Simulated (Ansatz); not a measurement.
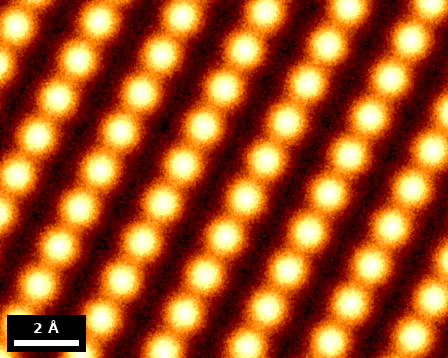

Integrated-DPC-like image of Ir (Fm-3m, No. 225). Simulated as the projected potential of neutral atoms (B = 0.5 Å²) blurred by a 0.64 Å probe, the thin-sample limit of integrated differential phase contrast. The display is stretched by a gamma of 0.65; percentages refer to the linear signal. Shot noise was added. Structure used: a calculation's starting geometry.

Space group Fm-3m (No. 225). a = 3.844 Å, b = 3.844 Å, c = 3.844 Å, α = 90.00°, β = 90.00°, γ = 90.00°
| atom | site | symmetry | x | y | z |
| --- | --- | --- | --- | --- | --- |
| Ir | 4a | m-3m | 0.0000 | 0.0000 | 0.0000 |

Question: Along which zone axis is the crystal seen: [221], [001], [111] or [211]? (Directions equivalent by symmetry count as one.)

Answer: [211]. The projected cells are 0.91 × 1.43 Å, 108° for [221]; 1.92 × 1.92 Å, 90° for [001]; 1.57 × 1.57 Å, 120° for [111]; 1.36 × 2.22 Å, 90° for [211], and the image repeats as the [211] one does.
